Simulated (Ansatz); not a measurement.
# C₄H₉BF₂: how energies converge with the basis set

How large a basis does C₄H₉BF₂ need? Two functionals are run in growing sets.

The runs use Ansatz 0.2.0, Gaussian basis; one geometry, several basis sets.

The runs, in order: PBE0-D4/def2-SVP; ωB97M-V/def2-SVP; PBE0-D4/def2-QZVPP; ωB97M-V/def2-QZVPP; the functionals' def2-TZVPP values are taken from earlier runs.

### Step 1. The relaxed structure

An earlier PBE0-D4 in a triple-zeta def2 set relaxation fixed the geometry.

SMILES `CC(C)(C)B(F)F`, 16 atoms, charge 0, spin multiplicity 1.

Atoms are counted from 1 here; the program's logs count them from 0.

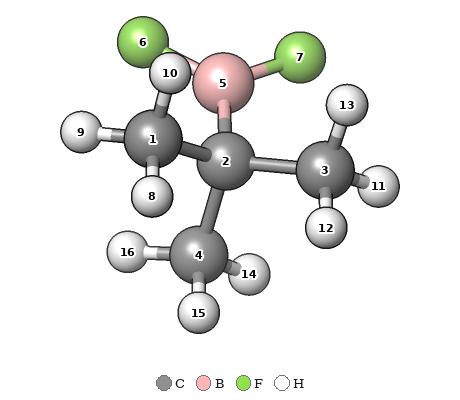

The geometry (carbon grey, boron pink, fluorine green, hydrogen white); atoms are numbered from 1 in the order of the file.

### Step 2. PBE0-D4 in def2-SVP

Input file in.yaml:

```yaml
crystal:
  periodic: [false, false, false]
  atoms:
    - {symbol: C, position_ang: [0.284348, 0.774561, 1.276640]}
    - {symbol: C, position_ang: [0.031758, 0.058134, -0.050448]}
    - {symbol: C, position_ang: [1.131139, -0.968679, -0.315112]}
    - {symbol: C, position_ang: [-1.328828, -0.659801, 0.016973]}
    - {symbol: B, position_ang: [-0.087475, 1.089247, -1.229484]}
    - {symbol: F, position_ang: [-0.650214, 2.276626, -1.065810]}
    - {symbol: F, position_ang: [0.314970, 0.813219, -2.459840]}
    - {symbol: H, position_ang: [0.292657, 0.050633, 2.097783]}
    - {symbol: H, position_ang: [-0.489713, 1.515141, 1.488676]}
    - {symbol: H, position_ang: [1.249298, 1.288746, 1.280235]}
    - {symbol: H, position_ang: [0.970088, -1.498365, -1.256514]}
    - {symbol: H, position_ang: [1.154824, -1.710748, 0.489269]}
    - {symbol: H, position_ang: [2.117594, -0.499875, -0.362293]}
    - {symbol: H, position_ang: [-1.551795, -1.197445, -0.908785]}
    - {symbol: H, position_ang: [-1.314924, -1.392739, 0.830332]}
    - {symbol: H, position_ang: [-2.146726, 0.038644, 0.212681]}
basis:
  gaussian: {orbitals: def2-SVP}
hamiltonian: {xc: pbe0, dispersion: d4}
output: {orbitals: {seedname: orbitals}}
```

Command:

```
$ ansatz run in.yaml --threads 4 --pin off --events-out ev --progress --plain --max-ram 11315MiB
```

The log of the run:

```text
Functional definition: PBE0
  name "PBE0"
  cite "Adamo & Barone, J. Chem. Phys. 110, 6158 (1999) doi:10.1063/1.478522"
  cite "Perdew, Burke & Ernzerhof, Phys. Rev. Lett. 77, 3865 (1996) doi:10.1103/PhysRevLett.77.3865"
  parent pbe
  parameter a = 0.25
  parameter kappa = 0.804
  parameter beta = 0.06672455060314922
  exchange = (1 - a)*pbe_x(kappa = kappa, mu = beta*pi^2/3) + a*exact_x
  correlation = pbe_c(beta = beta)
1604 factors; their error is unknown
mean field evaluation 1: about -10380.8202 eV, gradient 6.2e1 eV
mean field evaluation 2: about -10378.0433 eV, gradient 7.1e1 eV
mean field evaluation 4: about -10389.6622 eV, gradient 1.7e0 eV
mean field evaluation 8: about -10389.6701 eV, gradient 3.3e-2 eV
mean field evaluation 16: about -10389.6648 eV, gradient 4.1e-5 eV
mean field -10389.66477870 eV, -381.8131382495 hartree, gradient 4.1e-5 eV, S^2 0.000000; 0 other end points of the search recorded, 0 dependent functions left out
reference -10389.66480660 eV, -381.8131392747 hartree; 28, 28 occupied and 115, 115 virtual orbitals, 1604 factors
Total energy: -10389.95516988 eV, -381.8238099285 hartree
```

Wall time 1.9 s (4 threads of Arm Neoverse V1, shared host).

### Step 3. ωB97M-V in def2-SVP

in.yaml, as its differences from that of step 2:

```diff
@@ -21,3 +21,3 @@
   gaussian: {orbitals: def2-SVP}
-hamiltonian: {xc: pbe0, dispersion: d4}
+hamiltonian: {xc: {name: wB97M-V}}
 output: {orbitals: {seedname: orbitals}}
```

Launched as before.

The log of the run, cut to the lines that bear on the results:

```text
Functional definition: wB97M-V
  name "wB97M-V"
  cite "Mardirossian & Head-Gordon, J. Chem. Phys. 144, 214110 (2016) doi:10.1063/1.4952647"
  cite "Becke, J. Chem. Phys. 107, 8554 (1997) doi:10.1063/1.475007"
  cite "Vydrov & Van Voorhis, J. Chem. Phys. 133, 244103 (2010) doi:10.1063/1.3521275"
  # Of w^i u^j: cxij and so on, Table III.
[...]
  gx(w, u) = 1 - cx + cx01*u + cx10*w
  gss(w, u) = css00 + css04*u^4 + css10*w + css20*w^2 + css43*w^4*u^3
  gos(w, u) = cos00 + cos10*w + (cos20 + cos21*u)*w^2 + (cos60 + cos61*u)*w^6
[...]
      + integral(e_c_pw_mod_opposite_spin*gos(b97_w_opposite, b97_u_opposite)) + vv10(b, c)
1604 factors; their error is unknown
390 factors; integrals over basis functions are off by at most 6.4e-6 eV
[...]
mean field -10396.72542616 eV, -382.0726122577 hartree, gradient 1.9e-5 eV, S^2 0.000000; 0 other end points of the search recorded, 0 dependent functions left out
reference -10396.72547100 eV, -382.0726139055 hartree; 28, 28 occupied and 115, 115 virtual orbitals, 1604 factors
Total energy: -10396.72547100 eV, -382.0726139055 hartree
```

Wall time 7.5 s (4 threads of Arm Neoverse V1, shared host).

### Step 4. PBE0-D4 in def2-QZVPP

in.yaml, as its differences from that of step 3:

```diff
@@ -20,4 +20,4 @@
 basis:
-  gaussian: {orbitals: def2-SVP}
-hamiltonian: {xc: {name: wB97M-V}}
+  gaussian: {orbitals: "def2-QZVPP.json"}
+hamiltonian: {xc: pbe0, dispersion: d4}
 output: {orbitals: {seedname: orbitals}}
```

The command is unchanged.

The log of the run:

```text
Functional definition: PBE0
  name "PBE0"
  cite "Adamo & Barone, J. Chem. Phys. 110, 6158 (1999) doi:10.1063/1.478522"
  cite "Perdew, Burke & Ernzerhof, Phys. Rev. Lett. 77, 3865 (1996) doi:10.1103/PhysRevLett.77.3865"
  parent pbe
  parameter a = 0.25
  parameter kappa = 0.804
  parameter beta = 0.06672455060314922
  exchange = (1 - a)*pbe_x(kappa = kappa, mu = beta*pi^2/3) + a*exact_x
  correlation = pbe_c(beta = beta)
1829 factors; their error is unknown
mean field evaluation 1: about -10388.5268 eV, gradient 8.0e1 eV
mean field evaluation 2: about -10380.5810 eV, gradient 9.7e1 eV
mean field evaluation 4: about -10402.1165 eV, gradient 4.6e0 eV
mean field evaluation 8: about -10402.1590 eV, gradient 6.6e-2 eV
mean field evaluation 16: about -10402.1603 eV, gradient 1.1e-4 eV
mean field -10402.16028337 eV, -382.2723395765 hartree, gradient 8.0e-5 eV, S^2 0.000000; 0 other end points of the search recorded, 0 dependent functions left out
reference -10402.16032711 eV, -382.2723411839 hartree; 28, 28 occupied and 641, 641 virtual orbitals, 1829 factors
Total energy: -10402.45069040 eV, -382.2830118377 hartree
```

It took 21 s on 4 threads of Arm Neoverse V1, shared host; peak memory 3 GiB.

### Step 5. ωB97M-V in def2-QZVPP

in.yaml, as its differences from that of step 4:

```diff
@@ -21,3 +21,3 @@
   gaussian: {orbitals: "def2-QZVPP.json"}
-hamiltonian: {xc: pbe0, dispersion: d4}
+hamiltonian: {xc: {name: wB97M-V}}
 output: {orbitals: {seedname: orbitals}}
```

Launched as before.

The log of the run, cut to the lines that bear on the results:

```text
Functional definition: wB97M-V
  name "wB97M-V"
  cite "Mardirossian & Head-Gordon, J. Chem. Phys. 144, 214110 (2016) doi:10.1063/1.4952647"
  cite "Becke, J. Chem. Phys. 107, 8554 (1997) doi:10.1063/1.475007"
  cite "Vydrov & Van Voorhis, J. Chem. Phys. 133, 244103 (2010) doi:10.1063/1.3521275"
  # Of w^i u^j: cxij and so on, Table III.
[...]
  gx(w, u) = 1 - cx + cx01*u + cx10*w
  gss(w, u) = css00 + css04*u^4 + css10*w + css20*w^2 + css43*w^4*u^3
  gos(w, u) = cos00 + cos10*w + (cos20 + cos21*u)*w^2 + (cos60 + cos61*u)*w^6
[...]
      + integral(e_c_pw_mod_opposite_spin*gos(b97_w_opposite, b97_u_opposite)) + vv10(b, c)
1829 factors; their error is unknown
506 factors; integrals over basis functions are off by at most 6.1e-6 eV
[...]
mean field -10409.63539071 eV, -382.5470447044 hartree, gradient 2.2e-5 eV, S^2 0.000000; 0 other end points of the search recorded, 0 dependent functions left out
reference -10409.63546146 eV, -382.5470473042 hartree; 28, 28 occupied and 641, 641 virtual orbitals, 1829 factors
Total energy: -10409.63546146 eV, -382.5470473042 hartree
```

Run time: 41 s. Hardware: 4 threads of Arm Neoverse V1, shared host; peak memory 3.7 GiB.

### Step 6. Density functionals: the series

The def2-TZVPP values come from earlier runs at the same geometry.

```tsv
functional	basis	functions	energy (eV)	from the largest (eV)	HOMO (eV)	LUMO (eV)
PBE0-D4	def2-SVP	143	-10389.9552	12.496	-8.67	0.48
PBE0-D4	def2-TZVPP	343	-10401.8905	0.560	-8.73	0.30
PBE0-D4	def2-QZVPP	669	-10402.4507	0.000	-8.74	0.23
ωB97M-V	def2-SVP	143	-10396.7255	12.910	-10.95	2.58
ωB97M-V	def2-TZVPP	343	-10409.1012	0.534	-11.02	2.03
ωB97M-V	def2-QZVPP	669	-10409.6355	0.000	-11.03	1.49
```

### Step 7. Outcome

```
                                       quantity           value
PBE0-D4: double and triple zeta above quadruple  12.50, 0.56 eV
ωB97M-V: double and triple zeta above quadruple  12.91, 0.53 eV
```

For PBE0-D4 the step from double to triple zeta gains 11.94 eV and the next only 0.56 eV. Total energies overstate the basis error of differences, where much of it tends to cancel. The LUMO of ωB97M-V is positive and keeps falling with the basis (2.58 to 1.49 eV): an unbound level that the basis holds in place.

For PBE0-D4 the largest set took about 11 times as long as the smallest (21 s against 1.9 s).
